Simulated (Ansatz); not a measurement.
Start from CdSe in the zinc blende structure (space group F-43m, No. 216; a = 6.1332 Å).

Modification: cell and atoms relaxed at a pressure of 2.1 GPa.

Method: Ansatz (an electronic-structure program) r2SCAN, no spin-orbit coupling.

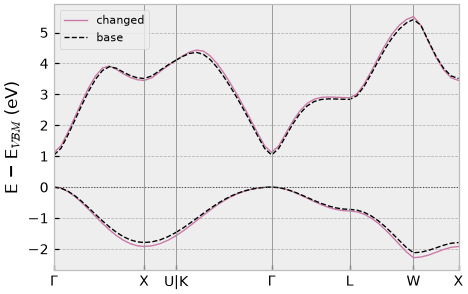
Fig. 1. Highest valence and lowest conduction band along the path, each from its own valence-band maximum

**Question.** Read the changed gap and its character from the plot.

**Answer.** About 1.1 eV, direct at Γ.

Load acts through the strain it causes; cell and atoms are relaxed under it. Stability against distortions was not tested. Tetrahedral semiconductors of this kind turn to denser phases somewhere between about 1 and 50 GPa; those were not computed, so compressed cells here can lie past the real transition.
